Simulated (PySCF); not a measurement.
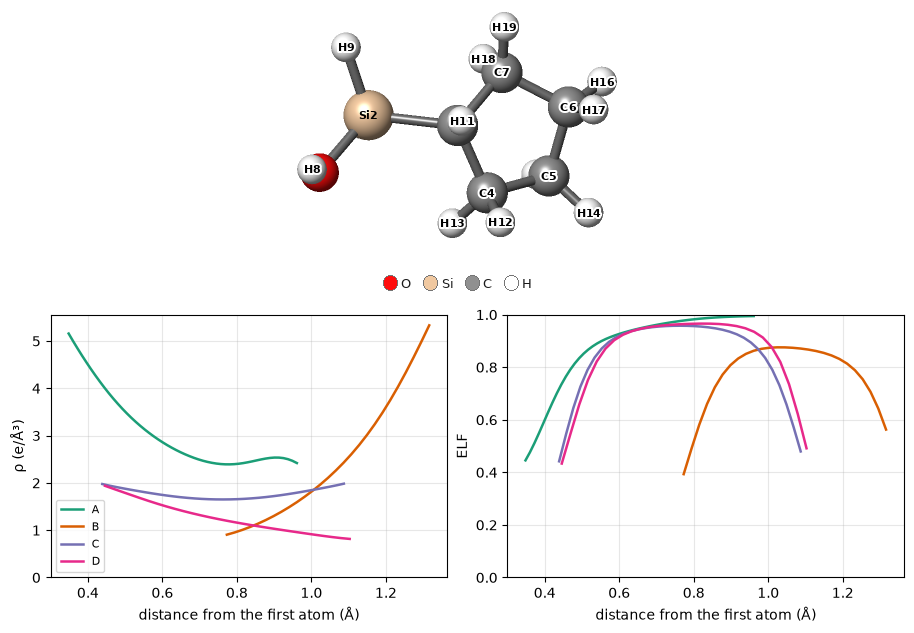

The picture shows: C₅H₁₂OSi (SMILES O[SiH2]C1CCCC1). Total electron density and electron localisation function along straight lines between neighbouring atoms. The curves leave out the atomic cores. The structure is drawn too.

Geometry: PBE0-D3(BJ)/def2-SVP.

All numbers below come from PySCF, PBE0/def2-SVPD, SCF density, gas phase.

```yaml
atoms:
  - { symbol: O, position_ang: [3.0294, 1.3044, 0.1888] }
  - { symbol: Si, position_ang: [2.1509, -0.1151, 0.1073] }
  - { symbol: C, position_ang: [0.3392, 0.1092, 0.5433] }
  - { symbol: C, position_ang: [-0.4027, 1.1109, -0.3877] }
  - { symbol: C, position_ang: [-1.6212, 0.3487, -0.9343] }
  - { symbol: C, position_ang: [-1.8686, -0.7627, 0.0812] }
  - { symbol: C, position_ang: [-0.4546, -1.2108, 0.4417] }
  - { symbol: H, position_ang: [3.2005, 1.6518, 1.0683] }
  - { symbol: H, position_ang: [2.7513, -1.1612, 1.0013] }
  - { symbol: H, position_ang: [2.2488, -0.5517, -1.3159] }
  - { symbol: H, position_ang: [0.2777, 0.4721, 1.5844] }
  - { symbol: H, position_ang: [-0.7171, 1.9961, 0.1864] }
  - { symbol: H, position_ang: [0.2309, 1.4913, -1.2049] }
  - { symbol: H, position_ang: [-2.4948, 0.9988, -1.0944] }
  - { symbol: H, position_ang: [-1.3744, -0.1015, -1.9103] }
  - { symbol: H, position_ang: [-2.5010, -1.5764, -0.3059] }
  - { symbol: H, position_ang: [-2.3679, -0.3542, 0.9772] }
  - { symbol: H, position_ang: [-0.0618, -1.8462, -0.3739] }
  - { symbol: H, position_ang: [-0.4006, -1.8092, 1.3636] }
```

Which curve belongs to which contact (C–C, C–Si, O–H and Si–O)? The first atom named is at distance zero.

Curve A: O–H (0.96 Å): ρ at the midpoint is about 3.7 e/Å³; the ELF climbs to about 1 towards the hydrogen, as it does in any bond to H; a covalent bond by its length. Curve B: Si–O (1.67 Å): the density is about 1.1 e/Å³ at the midpoint; the ELF peaks at about 0.90 between the atoms: a shared but strongly polarised pair. Curve C: C–C (1.53 Å): ρ at the midpoint is about 1.7 e/Å³; the ELF peaks at about 0.95 between the atoms (a covalent bond). Curve D: C–Si (1.88 Å): the density is about 0.98 e/Å³ at the midpoint; the ELF peaks at about 0.95 between the atoms; a shared electron pair.
